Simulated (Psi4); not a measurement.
**NOF (nitrosyl fluoride) at CCSD/def2-TZVPP**

Aim: the vertical ionisation energy of NOF (nitrosyl fluoride) at CCSD/def2-TZVPP, from 2 runs. 

The calculation is run with Psi4 1.11.

1 further run of the same task is left out (it didn't finish).

**1. The structure to begin with**

NOF has 3 atoms, charge 0, and is taken as a singlet. SMILES: `O=NF`. The coordinates come from a PBE0-D4/def2-TZVP relaxation.

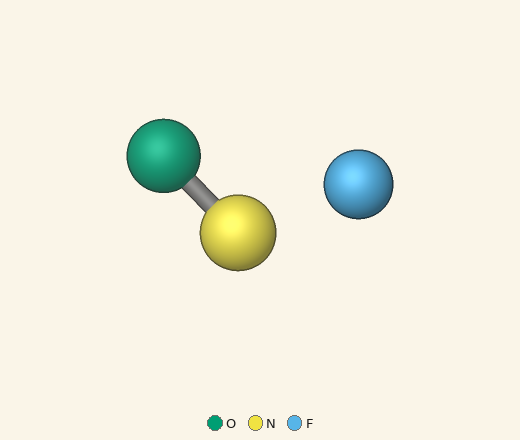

Viewed from a chosen angle; oxygen teal, nitrogen yellow, fluorine blue.

**2. A single-point energy at CCSD/def2-TZVPP**

The input, calc.dat:

```
memory 2200 MB

molecule {
  0 1
  O      0.868350     0.242970     0.504740
  N      0.148930    -0.482540     0.029910
  F     -1.017290     0.239580    -0.534650
  symmetry c1
}

set {
  puream          true
  e_convergence   1e-09
  d_convergence   1e-08
  scf_type        pk
  num_frozen_docc 3
}

E, wfn = energy("ccsd/def2-TZVPP", return_wfn=True)
```

Started as:

```bash
psi4 -i calc.dat -o calc.out -n 1
```

calc.out, cut to the lines that bear on the results:

```text
[...]
  Running in c1 symmetry.
[...]
  Nuclear repulsion =   66.472921694977643
[...]
  Multiplicity = 1
[...]
  Nalpha       = 12
  Nbeta        = 12
[...]
    Number of basis functions: 93
[...]
   @RHF iter   1:  -228.63950510353197   -6.92897e-01   5.02652e-03 DIIS/ADIIS
[...]
   @RHF iter  13:  -228.72164648813799   -6.59384e-12   5.14705e-09 DIIS
[...]
    Orbital Energies [Eh]
    ---------------------
    Doubly Occupied:
       1A    -26.303486     2A    -20.735309     3A    -15.858793
       4A     -1.707795     5A     -1.561308     6A     -0.989567
       7A     -0.809529     8A     -0.786694     9A     -0.747707
      10A     -0.630779    11A     -0.622714    12A     -0.514545
[...]
  @RHF Final Energy:  -228.72164648813799
   => Energetics <=
    Nuclear Repulsion Energy =             66.4729216949776429
    One-Electron Energy =                -447.8526845116035702
    Two-Electron Energy =                 152.6581163284879494
    Total Energy =                       -228.7216464881379920
[...]
 Multipole Moments:
 ------------------------------------------------------------------------------------
     Multipole            Electronic (a.u.)      Nuclear  (a.u.)        Total (a.u.)
 ------------------------------------------------------------------------------------
 L = 1.  Multiply by 2.5417464519 to convert [e a0] to [Debye]
 Dipole X            :         -0.4274728            1.0164658            0.5889931
 Dipole Y            :         -0.0754238           -0.1919967           -0.2674204
 Dipole Z            :          0.0000000           -0.0000000            0.0000000
 Magnitude           :                                                    0.6468590
[...]
      * MP2 total energy                      = -229.413198184851723
[...]
      * CCSD total energy                     = -229.406693762319946
[...]
```

Run time: 56 s. Hardware: 1 thread of Intel Xeon at 2.50GHz (Skylake/Cascade Lake), shared host; peak memory 0.85 GiB.

**3. The doublet cation, same level**

The input, run.py:

```python
import numpy as np
from ase.calculators.psi4 import Psi4
from ase import Atoms

mol = Atoms(['O', 'N', 'F'], positions=[
    [0.868350, 0.242970, 0.504740],
    [0.148930, -0.482540, 0.029910],
    [-1.017290, 0.239580, -0.534650],
])
calc = Psi4(atoms=mol, method='ccsd', basis='def2-TZVPP', memory='2200MB', num_threads=1, charge=1, multiplicity=2, label='fno', reference='uhf')
calc.psi4.set_options({'puream': True, 'e_convergence': 1e-09, 'd_convergence': 1e-08, 'scf_type': 'pk', 'num_frozen_docc': 3, 'maxiter': 100})
mol.calc = calc

print(f'energy: {mol.get_potential_energy():.6f} eV')
```

Started as:

```bash
python run.py
```

fno.dat, cut to the lines that bear on the results:

```text
[...]
  Running in c1 symmetry.
[...]
  Nuclear repulsion =   66.472921694977657
[...]
  Multiplicity = 2
[...]
  Nalpha       = 12
  Nbeta        = 11
[...]
    Number of basis functions: 93
[...]
   @UHF iter   1:  -228.04363642254975   -9.70284e-02   6.92600e-03 DIIS/ADIIS
[...]
   @UHF iter  26:  -228.29271372453601   -6.56541e-12   5.10674e-09 DIIS
[...]
   @S^2 Observed:                1.021134151E+00
[...]
    Orbital Energies [Eh]
    ---------------------
    Alpha Occupied:
       1A    -26.733718     2A    -21.204460     3A    -16.208564
       4A     -2.122936     5A     -1.997548     6A     -1.386991
       7A     -1.247175     8A     -1.192689     9A     -1.157013
      10A     -1.041984    11A     -1.038232    12A     -0.970430
    Alpha Virtual:
      13A     -0.275573    14A     -0.143426    15A      0.033615
      16A      0.117700    17A      0.162668    18A      0.172849
      19A      0.249354    20A      0.316612    21A      0.333356
      22A      0.397089    23A      0.432578    24A      0.469226
      25A      0.536099    26A      0.574534    27A      0.750056
[...]
  @UHF Final Energy:  -228.29271372453601
   => Energetics <=
    Nuclear Repulsion Energy =             66.4729216949776571
    One-Electron Energy =                -438.5720165047748651
    Two-Electron Energy =                 143.8063810852611653
    Total Energy =                       -228.2927137245360143
  UHF NO Occupations:
  HONO-2 :   10  A 1.9517160
  HONO-1 :   11  A 1.9120755
[...]
 Multipole Moments:
 ------------------------------------------------------------------------------------
     Multipole            Electronic (a.u.)      Nuclear  (a.u.)        Total (a.u.)
 ------------------------------------------------------------------------------------
 L = 1.  Multiply by 2.5417464519 to convert [e a0] to [Debye]
 Dipole X            :         -0.2558898            0.8989925            0.6431028
 Dipole Y            :         -0.0150934           -0.1911421           -0.2062355
 Dipole Z            :         -0.1426315            0.4747027            0.3320712
 Magnitude           :                                                    0.7525859
[...]
      * MP2 total energy                      = -228.899661960904780
[...]
      * CCSD total energy                     = -228.935966530178547
```

The script printed:

```text
energy: -6229.664960 eV
```

It took 3.2 min on 1 thread of Intel Xeon at 2.50GHz (Skylake/Cascade Lake), shared host; peak memory 0.92 GiB.

**4. Results**

At CCSD/def2-TZVPP, 3 core orbitals frozen:

| quantity | value |
| --- | --- |
| singlet NOF: total energy | -229.40669 Eh |
| singlet NOF: HOMO energy (Hartree–Fock orbitals) | -14.00 eV |
| singlet NOF: LUMO energy (Hartree–Fock orbitals) | 1.63 eV |
| singlet NOF: HOMO–LUMO gap (Hartree–Fock orbitals) | 15.63 eV |
| singlet NOF: correlation energy (3 core orbitals frozen) | -685.0 mEh |
| singlet NOF: T1 diagnostic | 0.021 |
| doublet cation: total energy | -228.93597 Eh |
| doublet cation: HOMO energy (Hartree–Fock orbitals) (highest over α and β) | -26.41 eV |
| doublet cation: LUMO energy (Hartree–Fock orbitals) (lowest over α and β) | -9.61 eV |
| doublet cation: correlation energy (3 core orbitals frozen) | -643.3 mEh |
| doublet cation: ⟨S²⟩ of the reference determinant | 1.021 |
| doublet cation: T1 diagnostic | 0.074 |
| vertical ionisation energy (to the doublet cation) | 12.809 eV |

The vertical ionisation energy comes to 12.81 eV (295 kcal/mol). The T1 diagnostic (singlet NOF) of 0.021 is above the customary mark for such species, so a single reference may not serve. ⟨S²⟩ (doublet cation) is 1.02 where a pure doublet has 0.75: the reference is spin-contaminated. The T1 diagnostic (doublet cation) of 0.074 is above the customary mark for such species, so a single reference may not serve.
